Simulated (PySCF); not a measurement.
Si(CCH)2(H)2, SMILES [SiH2](C#C)C#C, B3LYP/def2-SVP optimised geometry. Atoms within 1.6 Å of the plane z = 1.2 Å (x, y, z in Å): Si1 (-1.34, -1.58, 0.00), C2 (0.50, -1.58, 0.00), C3 (1.72, -1.59, 0.00), C4 (-1.97, 0.14, 0.00), C5 (-2.41, 1.28, 0.00), H6 (-1.83, -2.28, 1.21), H8 (2.79, -1.60, 0.00), H9 (-2.79, 2.28, 0.00).

Method: B3LYP/def2-TZVP (PySCF).

Map of the HOMO amplitude (bohr^(-3/2)) on the plane z = 1.2 Å; orbital energy -7.97 eV, overall sign arbitrary:

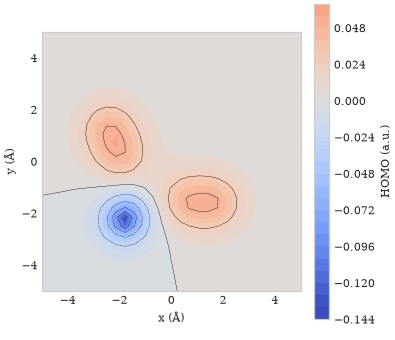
Figure. HOMO amplitude (bohr^(-3/2)) on the plane z = 1.2 Å.
